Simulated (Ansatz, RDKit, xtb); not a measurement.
# Isomers of C3H6FNO, a sample narrowed down, part 2 of 2

A sample of isomers of C3H6FNO is drawn. Aim: find which of them has the lowest free energy at 298.15 K, then its properties. The sample is small against all isomers, and the most stable one of this formula need not be in it.

xtb, Ansatz and PySCF; isolated molecules. The steps go on from the part before.

### Step 6. Ranking at r2SCAN-D4/def2-SVP

```csv
label,spin,r2SCAN-D4/def2-SVP (kcal/mol),"r2SCAN-D4/def2-SVP, relaxed (kcal/mol)",time
c451a,singlet,0.0,0.0,33 s
c693b,singlet,4.4,3.7,51 s
c200a,singlet,37.7,37.3,17 s
```

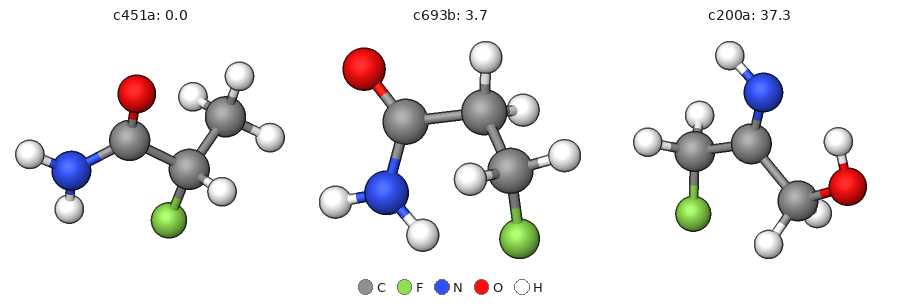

The relaxed structures, with energies at r2SCAN-D4/def2-SVP in kcal/mol.

### Step 7. Vibrations and thermal terms

The lowest few in one piece go on as finalists. In this search the thermal terms come from GFN2-xTB at its own nearest minimum. The first, c451a:

Input file start.xyz:

```xyz
12
c451a
C      0.994951     0.112216     1.377369
C      0.955627     0.755369     0.011534
C      1.847648     0.012153    -0.984373
F     -0.363011     0.797661    -0.454769
N      1.215810    -0.396069    -2.110507
O      3.027832    -0.168823    -0.739524
H      0.408493     0.699033     2.098612
H      2.039061     0.052917     1.714200
H      0.583247    -0.907505     1.325856
H      1.318990     1.798627     0.055981
H      0.229529    -0.212011    -2.242326
H      1.748609    -0.888060    -2.817772
```

Launch:

```
xtb start.xyz --gfn 2 --ohess tight
```

Output (excerpt; [...] marks lines left out):

```text
* xtb version 6.7.1
[...]
          :  # basis functions                  30          :
[...]
          :  # electrons                        36          :
[...]
          :  Hamiltonian                  GFN2-xTB          :
[...]
          :  net charge                          0          :
          :  unpaired electrons                  0          :
[...]
   *** convergence criteria satisfied after 11 iterations ***
[...]
   *** GEOMETRY OPTIMIZATION CONVERGED AFTER 16 ITERATIONS ***
[...]
   *** convergence criteria satisfied after 3 iterations ***
[...]
         ::                     SUMMARY                     ::
         :::::::::::::::::::::::::::::::::::::::::::::::::::::
         :: total energy             -21.208479947109 Eh    ::
         :: gradient norm              0.000107038272 Eh/a0 ::
         :: HOMO-LUMO gap              5.044135214593 eV    ::
         ::.................................................::
         :: SCC energy               -21.411257145194 Eh    ::
         :: -> isotropic ES            0.053118441282 Eh    ::
         :: -> anisotropic ES          0.001698482969 Eh    ::
         :: -> anisotropic XC          0.000130600918 Eh    ::
         :: -> dispersion             -0.006037779320 Eh    ::
         :: repulsion energy           0.202777198084 Eh    ::
         :: add. restraining           0.000000000000 Eh    ::
         :: total charge               0.000000000000 e     ::
         :::::::::::::::::::::::::::::::::::::::::::::::::::::
[...]
        18        2.0000           -0.4067087             -11.0671 (HOMO)
        19                         -0.2213404              -6.0230 (LUMO)
[...]
molecular dipole:
                 x           y           z       tot (Debye)
 q only:       -0.612      -0.294      -0.174
   full:       -0.775      -0.264      -0.276       2.197
molecular quadrupole (traceless):
[...]
          | TOTAL ENERGY              -21.208479947112 Eh   |
          | TOTAL ENTHALPY            -21.108953797891 Eh   |
          | TOTAL FREE ENERGY         -21.147346961944 Eh   |
          | GRADIENT NORM               0.000107077125 Eh/α |
[...]
```

It took 0.46 s on 2 threads of Intel Xeon Platinum 8259CL at 2.50GHz (Skylake/Cascade Lake), shared host.

### Step 8. Thermal terms of the finalists

As xtb prints them, at 298.15 K, with its own treatment of low modes:

```csv
label,SMILES,spin,lowest mode (cm⁻¹),zero-point (kcal/mol),G − E (kcal/mol)
c451a,C[C@H](F)C(N)=O,singlet,37,57.5,38.4
c693b,NC(=O)CCF,singlet,42,57.9,38.7
c200a,N=C(CO)CF,singlet,53,56.8,37.3
```

### Step 9. Energies at the top level

Each finalist gets a single point at CCSD(T)/def2-SVP + MP2/def2-TZVPP - MP2/def2-SVP.

c451a, CCSD(T)/def2-SVP:

Input file input.yaml:

```yaml
crystal:
  periodic: [false, false, false]
  atoms:
    - {symbol: C, position_ang: [0.994951, 0.112216, 1.377369]}
    - {symbol: C, position_ang: [0.955627, 0.755369, 0.011534]}
    - {symbol: C, position_ang: [1.847648, 0.012153, -0.984373]}
    - {symbol: F, position_ang: [-0.363011, 0.797661, -0.454769]}
    - {symbol: "N", position_ang: [1.215810, -0.396069, -2.110507]}
    - {symbol: O, position_ang: [3.027832, -0.168823, -0.739524]}
    - {symbol: H, position_ang: [0.408493, 0.699033, 2.098612]}
    - {symbol: H, position_ang: [2.039061, 0.052917, 1.714200]}
    - {symbol: H, position_ang: [0.583247, -0.907505, 1.325856]}
    - {symbol: H, position_ang: [1.318990, 1.798627, 0.055981]}
    - {symbol: H, position_ang: [0.229529, -0.212011, -2.242326]}
    - {symbol: H, position_ang: [1.748609, -0.888060, -2.817772]}
basis:
  gaussian:
    orbitals: def2-SVP
correlation:
  method: ccsd_t
  frozen_orbitals: {F: 1, H: 0, "N": 1, O: 1, C: 1}
```

Launch:

```
ansatz run input.yaml --threads 2 --pin off --max-ram 4350MiB --events-out events.jsonl --progress --plain --runs-dir runs
```

Output (excerpt; [...] marks lines left out):

```text
Warning: RAYON_NUM_THREADS=2 ignored (pool sized by the plan → 2); use --threads N
Functional definition: HF
  name "HF"
[...]
1151 factors; integrals over basis functions are off by at most 1.1e-3 eV
[...]
mean field -9404.36814045 eV, -345.6041546519 hartree, gradient 1.0e-5 eV, S^2 0.000000; 0 other end points of the search recorded, 0 dependent functions left out
6 core orbitals not correlated: weight in the atoms' cores, before any rotation towards them, 1.000 or more for the frozen orbitals, at most 0.000 for the correlated occupied ones
reference -9404.36814045 eV, -345.6041546519 hartree; 18, 18 occupied and 90, 90 virtual orbitals, 1151 factors
second order -25.58599784 eV of doubles, -0.00000000 eV of singles
cycle   1  -25.91721649 eV  change   -3.3e-1 eV  update   1.2e-1
[...]
cycle   9  -26.71676225 eV  change   -2.0e-5 eV  update   2.2e-5
perturbative correction -0.76808543 eV, -0.0282266189 hartree
Total energy: -9431.85298813 eV, -346.6142041742 hartree
```

Wall time 17 s (2 threads of Intel Xeon Platinum 8259CL at 2.50GHz (Skylake/Cascade Lake), shared host); peak memory 0.69 GiB.

### Step 10. c451a at MP2/def2-TZVPP

Changes to input.yaml since step 9:

```diff
@@ -17,5 +17,5 @@
   gaussian:
-    orbitals: def2-SVP
+    orbitals: def2-TZVPP
 correlation:
-  method: ccsd_t
+  method: mp2
   frozen_orbitals: {F: 1, H: 0, "N": 1, O: 1, C: 1}
```

Launch:

```
ansatz run input.yaml --threads 2 --pin off --max-ram 4350MiB --events-out events.jsonl --progress --plain --runs-dir runs
```

Output:

```text
Warning: RAYON_NUM_THREADS=2 ignored (pool sized by the plan → 2); use --threads N
[... 2 set-up lines as earlier in the session ...]
  exchange = exact_x
  correlation = 0
1650 factors; integrals over basis functions are off by at most 1.2e-3 eV
mean field evaluation 1: about -9410.4276 eV, gradient 4.8e1 eV
mean field evaluation 2: about -9410.7051 eV, gradient 4.8e1 eV
mean field evaluation 4: about -9415.4406 eV, gradient 5.9e0 eV
mean field evaluation 8: about -9415.5442 eV, gradient 5.0e-1 eV
mean field evaluation 16: about -9415.5457 eV, gradient 2.5e-6 eV
mean field -9415.54574235 eV, -346.0149239454 hartree, gradient 2.5e-6 eV, S^2 0.000000; 0 other end points of the search recorded, 0 dependent functions left out
6 core orbitals not correlated: weight in the atoms' cores, before any rotation towards them, 1.000 or more for the frozen orbitals, at most 0.000 for the correlated occupied ones
reference -9415.54574235 eV, -346.0149239454 hartree; 18, 18 occupied and 246, 246 virtual orbitals, 1650 factors
second order -32.27196868 eV of doubles, -0.00000000 eV of singles
Total energy: -9447.81771104 eV, -347.2008969197 hartree
```

Run time: 9.3 s. Hardware: 2 threads of Intel Xeon Platinum 8259CL at 2.50GHz (Skylake/Cascade Lake), shared host; peak memory 0.74 GiB.

### Step 11. c693b at CCSD(T)/def2-SVP

Input file input.yaml:

```yaml
crystal:
  periodic: [false, false, false]
  atoms:
    - symbol: C
      position_ang: [-1.084528, 0.159418, 0.483782]
    - symbol: C
      position_ang: [-0.184150, 0.601249, -0.669720]
    - symbol: C
      position_ang: [1.303593, 0.414282, -0.465095]
    - symbol: F
      position_ang: [1.626434, -0.946118, -0.448428]
    - symbol: "N"
      position_ang: [-0.712109, -1.005061, 1.083927]
    - symbol: O
      position_ang: [-2.065794, 0.799306, 0.817929]
    - symbol: H
      position_ang: [-1.285375, -1.355252, 1.842720]
    - symbol: H
      position_ang: [0.095687, -1.529123, 0.767215]
    - symbol: H
      position_ang: [-0.401948, 1.665763, -0.843246]
    - symbol: H
      position_ang: [-0.488891, 0.058459, -1.582665]
    - symbol: H
      position_ang: [1.642397, 0.850101, 0.490789]
    - symbol: H
      position_ang: [1.874176, 0.874955, -1.288275]
basis:
  gaussian:
    orbitals: def2-SVP
total_charge: 0
correlation:
  method: ccsd_t
  frozen_orbitals: {F: 1, H: 0, "N": 1, O: 1, C: 1}
```

Launch:

```
ansatz run input.yaml --threads 2 --pin off --max-ram 4350MiB --events-out events.jsonl --progress --plain --runs-dir runs
```

Output (excerpt; [...] marks lines left out):

```text
Warning: RAYON_NUM_THREADS=2 ignored (pool sized by the plan → 2); use --threads N
[... 2 set-up lines as earlier in the session ...]
[...]
1149 factors; integrals over basis functions are off by at most 1.3e-3 eV
[...]
mean field -9404.23230564 eV, -345.5991628147 hartree, gradient 7.0e-7 eV, S^2 0.000000; 0 other end points of the search recorded, 0 dependent functions left out
6 core orbitals not correlated: weight in the atoms' cores, before any rotation towards them, 1.000 or more for the frozen orbitals, at most 0.000 for the correlated occupied ones
reference -9404.23230564 eV, -345.5991628147 hartree; 18, 18 occupied and 90, 90 virtual orbitals, 1149 factors
second order -25.58468531 eV of doubles, -0.00000000 eV of singles
cycle   1  -25.92415391 eV  change   -3.4e-1 eV  update   1.2e-1
[...]
cycle   9  -26.72165127 eV  change   -1.2e-5 eV  update   2.4e-5
perturbative correction -0.76464250 eV, -0.0281000936 hartree
Total energy: -9431.71859941 eV, -346.6092654797 hartree
```

It took 18 s on 2 threads of Intel Xeon Platinum 8259CL at 2.50GHz (Skylake/Cascade Lake), shared host; peak memory 0.7 GiB.

### Step 12. The ranking

Energies in kcal/mol from c451a; G adds the thermal terms to the CCSD(T)/def2-SVP + MP2/def2-TZVPP - MP2/def2-SVP energy. The columns left of the relaxed level are at the tight-binding geometries.

```csv
label,SMILES,spin,GFN2-xTB,HF/STO-3G,r2SCAN-D4/def2-SVP,"r2SCAN-D4/def2-SVP, relaxed",HF/def2-SVP,MP2/def2-SVP,CCSD(T)/def2-SVP + MP2/def2-TZVPP - MP2/def2-SVP,G,share at equilibrium,T1
c451a,C[C@H](F)C(N)=O,singlet,0.0,0.0,0.0,0.0,0.0,0.0,0.0,0.0,99.6 %,0.014
c693b,NC(=O)CCF,singlet,0.6,1.1,4.4,3.7,3.1,3.2,3.0,3.3,0.4 %,0.014
c200a,N=C(CO)CF,singlet,27.7,23.3,37.7,37.3,36.6,36.4,30.6,29.5,< 0.1 %,0.012
```

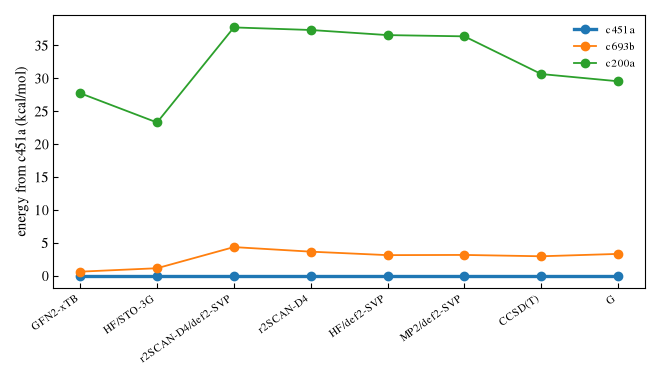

The finalists at each level, measured from c451a.

Lowest found: c451a, `C[C@H](F)C(N)=O`, a singlet. Bond lengths: C1–C2 1.510 Å, C2–C3 1.530 Å, C2–F4 1.399 Å, C3–N5 1.354 Å, C3–O6 1.219 Å, C1–H7 1.099 Å, C1–H8 1.099 Å, C1–H9 1.101 Å, C2–H10 1.106 Å, N5–H11 1.012 Å, N5–H12 1.013 Å. Some angles: C1–C2–C3 111.5°, C1–C2–F4 109.8°, C3–C2–F4 110.3°, C2–C3–N5 114.6°, C2–C3–O6 120.4°, N5–C3–O6 125.0°, C1–C2–H10 110.9°, C3–C2–H10 107.0°, F4–C2–H10 107.1°, C2–C1–H7 110.6°.

```xyz
12

C     0.9950    0.1122    1.3774
C     0.9556    0.7554    0.0115
C     1.8476    0.0122   -0.9844
F    -0.3630    0.7977   -0.4548
N     1.2158   -0.3961   -2.1105
O     3.0278   -0.1688   -0.7395
H     0.4085    0.6990    2.0986
H     2.0391    0.0529    1.7142
H     0.5832   -0.9075    1.3259
H     1.3190    1.7986    0.0560
H     0.2295   -0.2120   -2.2423
H     1.7486   -0.8881   -2.8178
```

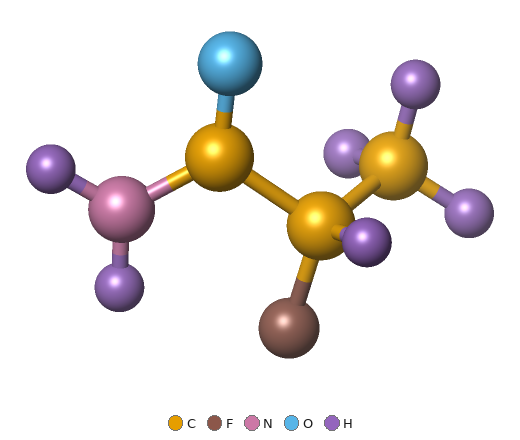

The lowest structure found, seen from a chosen angle (carbon amber, fluorine brown, nitrogen pink, oxygen blue, hydrogen purple).

### Step 13. Outcome

What follows sums up all 2 parts.

| quantity | value |
| --- | --- |
| lowest structure found | C[C@H](F)C(N)=O, singlet |
| next finalist | NC(=O)CCF, singlet, 3.3 kcal/mol higher in G |
| share at equilibrium, among the finalists | 99.6 % |
| funnel | 12 starts, 12 minima at GFN2-xTB, 7 screening runs, 3 relaxed, 3 ranked |
| CPU time of all runs | 6.6 min |

**Reading.** `C[C@H](F)C(N)=O` comes out lowest. Among the finalists first place is clear (3.3 kcal/mol); structures outside the list aren't covered. GFN2-xTB, HF/STO-3G, r2SCAN-D4/def2-SVP, r2SCAN-D4/def2-SVP, relaxed, HF/def2-SVP and MP2/def2-SVP already put its bonding pattern lowest among the structures in one piece. The largest share of the time went into the relaxations (48 %). One minimum inside the window was never screened. Lowest found is not proven lowest: the search is finite, and each finalist counts with one conformer. Only 4 drawn patterns were tried, so whole families of isomers are missing, and the result ranks this sample alone.
